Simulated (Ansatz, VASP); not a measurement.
# PbO (Litharge) in two plane-wave programs, part 2 of 2

Wanted: the spread between two codes on one cell, functional and k mesh.  Other levels of theory on this material are compared in a session of their own. Valence electrons are named where the data sets of a main pair hold unlike numbers.

VASP 6.6.1 and Ansatz 0.2.0.

So far: Starting point; Ansatz: band structure, PBE, spin-orbit coupling; VASP: band structure, PBE, spin-orbit coupling.

The database entry behind the starting cell differs from later determinations by our own check (an axis about 0.4 % long against later determinations), so it need not match the best structure at ambient conditions.

## (3) VASP: band structure, PBE, spin-orbit coupling (continued)

Level of this step: PBE, spin-orbit coupling; plane waves and PAW (Pb_d, O) (VASP).

Numbers of over 12 decimals in the logs are rounded to 6 here.

OUTCAR, selected parts (step 3):

```text
ion  position               nearest neighbor table
   1  0.000  0.500  0.240-   3 2.33   4 2.33   3 2.33   4 2.33   2 3.71   2 3.71   2 3.71   2 3.71
                             2 3.84   2 3.84   2 3.84   2 3.84
   2  0.500  0.000  0.760-   3 2.33   4 2.33   4 2.33   3 2.33   1 3.71   1 3.71   1 3.71   1 3.71
                             1 3.84   1 3.84   1 3.84   1 3.84
   3  0.000  0.000  0.000-   1 2.33   2 2.33   1 2.33   2 2.33
   4  0.500  0.500  0.000-   1 2.33   2 2.33   2 2.33   1 2.33

  LATTYP: Found a simple tetragonal cell.
 ALAT       =     3.9900000000
 C/A-ratio  =     1.2556390977

 Subroutine GETGRP returns: Found 16 space group operations
 (whereof  8 operations were pure point group operations)

The static configuration has the point symmetry D_2d.
 The point group associated with its full space group is D_4h.

 Found     12 irreducible k-points:

   k-points           NKPTS =     12   k-points in BZ     NKDIM =     12   number of bands    NBANDS=     52

   dimension x,y,z NGX =    30 NGY =   30 NGZ =   40
   dimension x,y,z NGXF=    60 NGYF=   60 NGZF=   80

   ENCUT  =  520.0 eV  38.22 Ry    6.18 a.u.   7.42  7.42  9.32*2*pi/ulx,y,z

   NELECT =      40.0000    total number of electrons

 k-points in reciprocal lattice and weights: Automatic mesh
   0.00000000  0.00000000  0.00000000       0.021
   0.25000000  0.00000000  0.00000000       0.083
   0.50000000  0.00000000  0.00000000       0.042
   0.25000000  0.25000000  0.00000000       0.083
   0.50000000  0.25000000  0.00000000       0.083
   0.50000000  0.50000000  0.00000000       0.021
   0.00000000  0.00000000  0.33333333       0.042
   0.25000000  0.00000000  0.33333333       0.167
   0.50000000  0.00000000  0.33333333       0.083
   0.25000000  0.25000000  0.33333333       0.167
   0.50000000  0.25000000  0.33333333       0.167
   0.50000000  0.50000000  0.33333333       0.042

 average (electrostatic) potential at core
       1 -91.2473       2 -91.2473       3 -69.4533       4 -69.4533

 E-fermi :   5.1863

 k-point     1 :       0.0000    0.0000    0.0000
  band No.  band energies     occupation
    ...
     36       3.3643      1.00000
     37       3.5143      1.00000
     38       3.5143      1.00000
     39       5.0357      1.00000
     40       5.0357      1.00000
     41       7.3242      0.00000
     42       7.3242      0.00000
     43       9.6480      0.00000
     44       9.6480      0.00000
     45      10.2562      0.00000
    ...

 k-point     2 :       0.2500    0.0000    0.0000
  band No.  band energies     occupation
    ...
     36       3.0415      1.00000
     37       3.1469      1.00000
     38       3.1469      1.00000
     39       4.8100      1.00000
     40       4.8100      1.00000
     41       8.2656      0.00000
     42       8.2656      0.00000
     43       8.6374      0.00000
     44       8.6374      0.00000
     45      10.1713      0.00000
    ...

 k-point     3 :       0.5000    0.0000    0.0000
  band No.  band energies     occupation
    ...
     36       2.1503      1.00000
     37       3.3952      1.00000
     38       3.3952      1.00000
     39       3.3952      1.00000
     40       3.3952      1.00000
     41       8.3429      0.00000
     42       8.3429      0.00000
     43       8.3429      0.00000
     44       8.3429      0.00000
     45      11.0771      0.00000
    ...

  Total        1.6042603      1.6042603      1.1547582      0.0000000     -0.0000000      0.0000000
  in kB       32.2256663     32.2256663     23.1962686      0.0000000     -0.0000000      0.0000000
  external PRESSURE =      29.2158671 kB  Pullay stress =       0.0000000 kB

  energy-cutoff  :      520.00
  volume of cell :       79.76
      direct lattice vectors                 reciprocal lattice vectors
     3.990000000  0.000000000  0.000000000     0.250626566  0.000000000  0.000000000
     0.000000000  3.990000000  0.000000000     0.000000000  0.250626566  0.000000000
     0.000000000  0.000000000  5.010000000     0.000000000  0.000000000  0.199600798

 POSITION                                       TOTAL-FORCE (eV/Angst)
 -----------------------------------------------------------------------------------
      0.00000      1.99500      1.20240        -0.000000      0.000000      0.054893
      1.99500      0.00000      3.80760         0.000000     -0.000000     -0.054893
      0.00000      0.00000      0.00000        -0.000000      0.000000      0.000000
      1.99500      1.99500      0.00000        -0.000000     -0.000000      0.000000
 -----------------------------------------------------------------------------------
    total drift:                                0.000000      0.000000      0.000000

  FREE ENERGIE OF THE ION-ELECTRON SYSTEM (eV)
  ---------------------------------------------------
  free  energy   TOTEN  =       -22.1863988878 eV

  energy  without entropy=      -22.1863988878  energy(sigma->0) =      -22.18639889

 Spin-Orbit-Coupling matrix elements
 Ion:    1  E_soc:     -0.7789364
 Ion:    2  E_soc:     -0.7789364
 Ion:    3  E_soc:     -0.0009889
 Ion:    4  E_soc:     -0.0009889

 total charge
# of ion       s       p       d       tot
------------------------------------------
    1        1.372   0.634   9.878  11.884
    2        1.372   0.634   9.878  11.884
    3        1.580   3.381   0.000   4.961
    4        1.580   3.381   0.000   4.961
--------------------------------------------------
tot          5.905   8.029  19.756  33.690

 magnetization (x)
# of ion       s       p       d       tot
------------------------------------------
    1        0.000  -0.000   0.000  -0.000
    2        0.000  -0.000   0.000  -0.000
    3       -0.000   0.000   0.000  -0.000
    4       -0.000   0.000   0.000  -0.000
--------------------------------------------------
tot         -0.000  -0.000   0.000  -0.000

 magnetization (y)
# of ion       s       p       d       tot
------------------------------------------
    1       -0.000   0.000   0.000  -0.000
    2        0.000   0.000   0.000   0.000
    3        0.000   0.000   0.000   0.000
    4        0.000   0.000   0.000   0.000
--------------------------------------------------
tot          0.000   0.000   0.000   0.000

 magnetization (z)
# of ion       s       p       d       tot
------------------------------------------
    1       -0.000  -0.000   0.000  -0.000
    2       -0.000  -0.000   0.000  -0.000
    3        0.000   0.000   0.000   0.000
    4        0.000   0.000   0.000   0.000
--------------------------------------------------
tot          0.000  -0.000   0.000   0.000

[... 3 further parts left out ...]
```

VASP adds spin-orbit coupling inside the spheres on scalar-relativistic partial waves, which describe the 6p1/2 states imperfectly, so such gaps can be off by a tenth of an eV or more. At this level the cell is under a pressure of 2.9 GPa, so at these settings it is away from equilibrium.

## (4) Comparison

Known differences besides the potentials themselves: spin-orbit coupling enters by fully relativistic files in Ansatz and inside the spheres in VASP; the cutoff is 420 eV in Ansatz and 520 eV in VASP. Total energies have different zeros and are not compared.

Compared:

```csv
quantity,Ansatz,VASP,difference
pressure (GPa),2.79,2.92,-0.13
pressure without Ansatz's Pulay correction (GPa),2.48,2.92,-0.44
gap over the path points (eV),1.111,1.137,-0.026
```

Forces (eV/Å; atoms numbered as in POSCAR):

```csv
atom,"Ansatz x, y, z","VASP x, y, z"
Pb1,"0.000, 0.000, 0.024","0.000, 0.000, 0.055"
Pb2,"0.000, 0.000, -0.024","0.000, 0.000, -0.055"
O3,"0.000, 0.000, 0.000","0.000, 0.000, 0.000"
O4,"0.000, 0.000, 0.000","0.000, 0.000, 0.000"
```

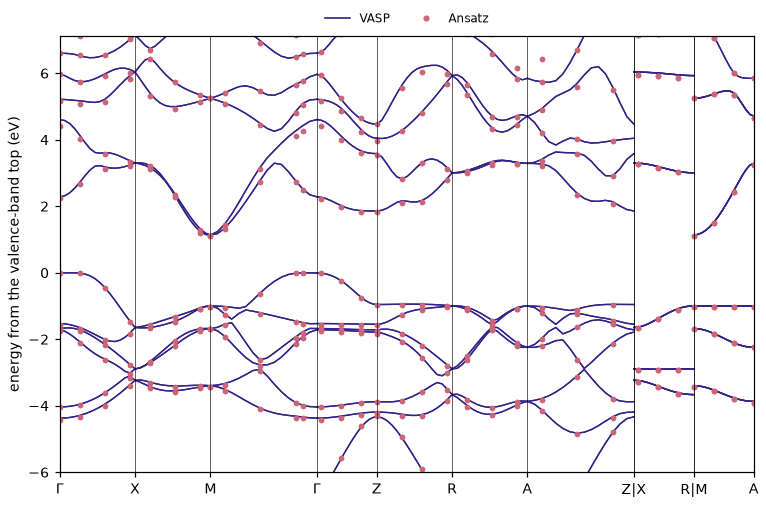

Bands from VASP (lines) and levels from Ansatz (dots). Dots without a line are higher empty bands that the VASP plot leaves out.

Levels at points of the path, from each program's valence-band top (eV; 8 filled, then empty):

```csv
k (reciprocal lattice),Ansatz,VASP
0.000 0.000 0.000,-1.76 -1.76 -1.70 -1.70 -1.56 -1.56 0.00 0.00 2.24 2.24 4.42 4.42 5.16 5.16,-1.71 -1.71 -1.68 -1.68 -1.53 -1.53 -0.01 -0.01 2.28 2.28 4.61 4.61 5.22 5.22
0.000 0.133 0.000,-2.12 -2.12 -1.75 -1.75 -1.68 -1.68 -0.01 -0.01 2.68 2.68 4.02 4.02 5.08 5.08,-2.08 -2.08 -1.72 -1.72 -1.65 -1.65 -0.01 -0.01 2.73 2.73 4.13 4.13 5.17 5.17
0.000 0.300 0.000,-2.63 -2.63 -2.19 -2.19 -2.03 -2.03 -0.46 -0.46 3.13 3.13 3.58 3.58 5.13 5.13,-2.60 -2.60 -2.15 -2.15 -2.01 -2.01 -0.45 -0.45 3.18 3.18 3.61 3.61 5.22 5.22
0.000 0.467 0.000,-3.03 -3.03 -2.78 -2.78 -1.83 -1.83 -1.48 -1.48 3.21 3.21 3.34 3.34 5.83 5.83,-3.01 -3.01 -2.76 -2.76 -1.81 -1.81 -1.46 -1.46 3.24 3.24 3.37 3.37 5.93 5.93
0.100 0.500 0.000,-2.73 -2.73 -2.69 -2.69 -1.67 -1.67 -1.57 -1.57 3.12 3.12 3.20 3.20 5.30 5.30,-2.70 -2.70 -2.67 -2.67 -1.64 -1.64 -1.55 -1.55 3.15 3.15 3.23 3.23 5.40 5.40
0.267 0.500 0.000,-2.20 -2.20 -2.05 -2.05 -1.49 -1.49 -1.33 -1.33 2.27 2.27 2.33 2.33 4.94 4.94,-2.17 -2.17 -2.03 -2.03 -1.45 -1.45 -1.31 -1.31 2.30 2.30 2.36 2.36 5.00 5.00
0.433 0.500 0.000,-1.75 -1.75 -1.70 -1.70 -1.10 -1.10 -1.08 -1.08 1.21 1.21 1.29 1.29 5.14 5.14,-1.73 -1.73 -1.69 -1.69 -1.07 -1.07 -1.05 -1.05 1.24 1.24 1.31 1.31 5.16 5.16
0.500 0.500 0.000,-1.69 -1.69 -1.69 -1.69 -1.03 -1.03 -1.03 -1.03 1.11 1.11 1.11 1.11 5.24 5.24,-1.68 -1.68 -1.68 -1.68 -1.00 -1.00 -1.00 -1.00 1.14 1.14 1.14 1.14 5.25 5.25
0.433 0.433 0.000,-1.92 -1.92 -1.56 -1.56 -1.27 -1.27 -1.05 -1.05 1.31 1.31 1.44 1.44 5.09 5.09,-1.91 -1.91 -1.55 -1.55 -1.24 -1.24 -1.02 -1.02 1.34 1.34 1.46 1.46 5.11 5.11
0.267 0.267 0.000,-2.80 -2.80 -2.64 -2.64 -1.23 -1.23 -0.63 -0.63 2.74 2.74 3.13 3.13 4.44 4.44,-2.77 -2.77 -2.62 -2.62 -1.20 -1.20 -0.61 -0.61 2.78 2.78 3.17 3.17 4.49 4.49
```

The forces differ by 13 meV/Å r.m.s., which is 57.0 % of the r.m.s. force of 0.022 eV/Å (both taken over all components). Among the levels compared at these points, filled levels agree within 54 meV and empty ones within 193 meV. Ansatz's pressure holds a Pulay correction of 0.31 GPa; VASP's holds none.

## (5) Other set-ups

Further runs change the set-up of one program: Ansatz's method, potentials or start, or VASP's data sets, cutoff or form of LDA. The table gives Ansatz less VASP for each quantity, since a change that brings one quantity closer may part another.

```csv
run,r.m.s. force difference (meV/Å),pressure (GPa),gap over the path points (eV)
as above,13,-0.13,-0.026
Ansatz's larger PAW set (cutoff 900 eV),10.0,-0.076,-0.020
norm-conserving potentials (cutoff 1143 eV),24,0.49,-0.038
```

## (6) Results

```json
{"r.m.s. force difference (band structure, PBE, spin-orbit coupling)": "13 meV/Å"}
```

In words: The r.m.s. force difference is 13 meV/Å (band structure, PBE, spin-orbit coupling), beyond the 12 meV/Å picked in this series as the mark of a large difference. Band structure, PBE, spin-orbit coupling, Ansatz's larger PAW set (cutoff 900 eV): the difference in pressure goes from -0.13 to -0.076 GPa. Band structure, PBE, spin-orbit coupling, norm-conserving potentials (cutoff 1143 eV): r.m.s. force difference goes from 13 to 24 meV/Å; the difference in pressure goes from -0.13 to 0.49 GPa; the difference in gap over the path points goes from -0.026 to -0.038 eV. 15 further runs of this series are not shown here. How closely two codes agree says nothing of how well the functional describes the real material.

[Lines on the potential files, build, host, timing and source positions are cut from VASP's logs without a mark.]

[Logs are printed without paths, hosts, clocks, repeated set-up lines and the standing remarks that a program may print on its own settings, such as how far it seeks lower states.]

[Hosts, paths, dates, database ids (printed as entryN), source tags and the programs' standing remarks are cut or masked in the printed files.]
